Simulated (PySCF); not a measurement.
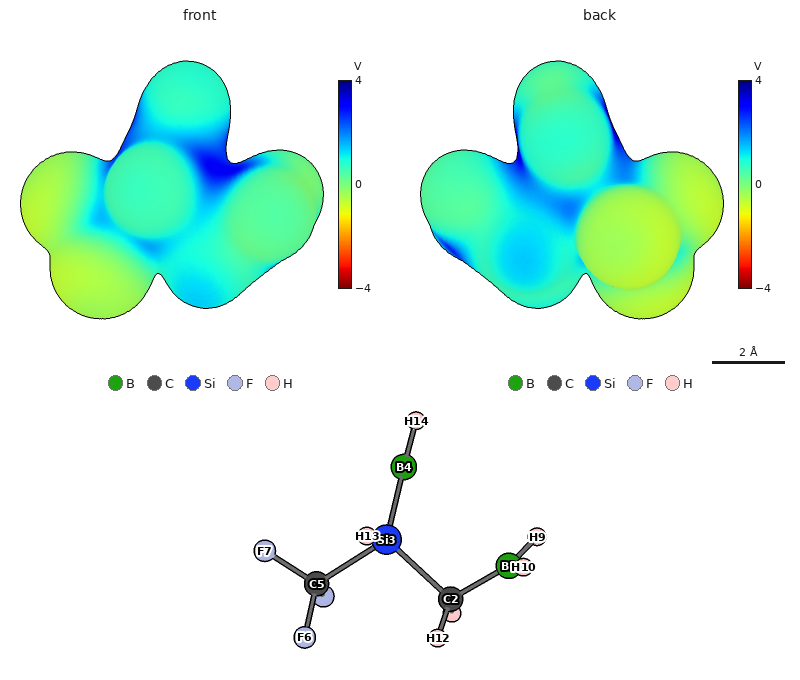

The picture shows: C$_{2}$H$_{7}$B$_{2}$F$_{3}$Si. The molecular electrostatic potential painted on the density surface at 0.004 e/bohr³, seen from the front and from behind; red is negative and blue positive. The bare structure is drawn below in the same view.

Geometry: GFN2-xTB.

Computed with PySCF 2.14.0, B3LYP/def2-SVPD, SCF density, gas phase.

```yaml
atoms:
  - { symbol: B, position_ang: [-2.2289, 0.5895, -0.5548] }
  - { symbol: C, position_ang: [-1.2159, -0.5669, -0.3895] }
  - { symbol: Si, position_ang: [0.5119, 0.2829, -0.3112] }
  - { symbol: B, position_ang: [0.6218, 1.5821, 1.1433] }
  - { symbol: C, position_ang: [1.7073, -1.2436, 0.0426] }
  - { symbol: F, position_ang: [1.6091, -2.2456, -0.8523] }
  - { symbol: F, position_ang: [3.0062, -0.8669, 0.0373] }
  - { symbol: F, position_ang: [1.4933, -1.8032, 1.2537] }
  - { symbol: H, position_ang: [-2.6314, 1.1518, 0.3897] }
  - { symbol: H, position_ang: [-2.5536, 0.9480, -1.6182] }
  - { symbol: H, position_ang: [-1.3265, -1.1229, 0.5420] }
  - { symbol: H, position_ang: [-1.1944, -1.2807, -1.2120] }
  - { symbol: H, position_ang: [0.9415, 0.6056, -1.6874] }
  - { symbol: H, position_ang: [0.6586, 2.7301, 0.9321] }
  - { symbol: H, position_ang: [0.5964, 1.2476, 2.2628] }
```

Describe the electrostatic potential map.

The most negative region (about −0.7 V, or −16 kcal/mol for a unit charge) lies over F6, F7 and F8, the most positive (about +3.5 V, or +81 kcal/mol for a unit charge) over B4.
